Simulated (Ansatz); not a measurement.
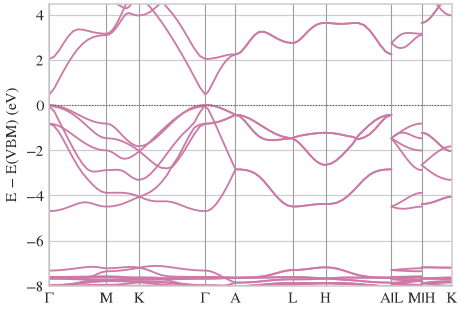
Band structure from LDA in the plane-wave PAW code Ansatz

Read off the gap and where the band edges lie.

About 0.5 eV (0.46 eV by a search for the band edges); maximum at Γ, minimum at Γ.

The material is CdSe (wurtzite, P6_3mc).

Symmetry was held in the LDA relaxation; phonons on a q-mesh show no instability. Scalar-relativistic: spin–orbit coupling is off unless named, which matters more the heavier the elements.

Potentials: the later of the program's two PAW sets.
